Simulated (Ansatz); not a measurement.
```yaml
crystal:
  periodic: [false, false, false]
  atoms:
    - {symbol: Cl, position_ang: [-1.263000, 0.750600, -0.618800]}
    - {symbol: B, position_ang: [0.072700, 0.032800, 0.004400]}
    - {symbol: Cl, position_ang: [1.240200, -0.725900, 0.594200]}
basis:
  gaussian: {orbitals: def2-TZVPP}
total_charge: 1
hamiltonian: {xc: pbe, dispersion: d4}
output: {forces: true}
```

Geometry: atoms displaced at random (about 0.03 Å) from a stationary point of GFN2-xTB.

Work out the structure from the coordinates.

It has 3 atoms: 1 boron and 2 chlorine (BCl2(+)). Its SMILES string is `Cl[B+]Cl`. All atoms lie on one line. Coordination: 1 B linear.

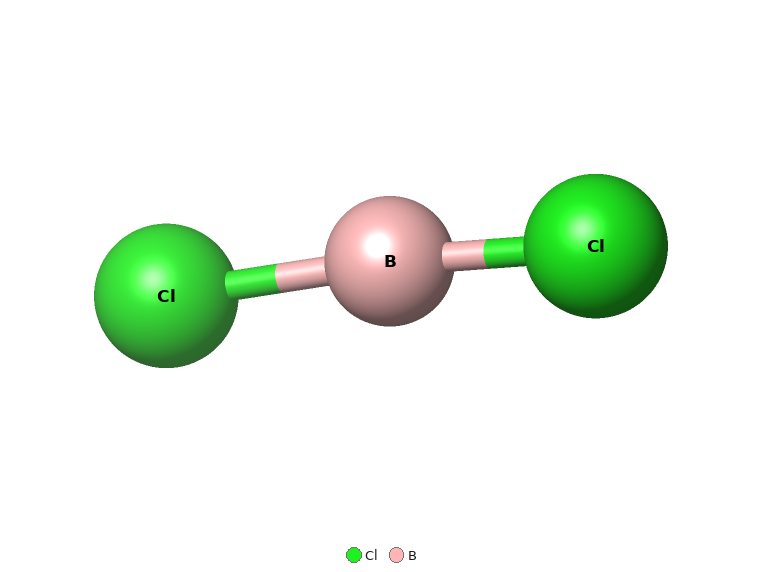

Source: calculation with Ansatz.
